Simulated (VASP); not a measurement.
Band structure of WO3 (relaxed from the ReO3 structure, space group Pm-3m). Level of theory: LDA (Ceperley-Alder, Perdew-Zunger), VASP's LDA PAW potentials (set 64) (plane waves; VASP).

Unless said otherwise, spin-orbit coupling is left out, though it shifts the bands of the heavy elements here.

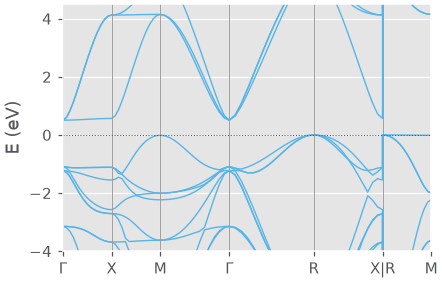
*Bands along high-symmetry lines, zero at the valence-band maximum or, without a gap, the Fermi level*

Task: Read the plot: is there a gap, and where are the band edges?

Result: The gap is indirect, 0.51 eV, from the valence maximum at R to the conduction minimum at Γ. (Edges off the drawn lines would not show.)

The structure was generated: WO3 was put into the ReO3 type (Pm-3m), which need not be its known phase. It was relaxed first.
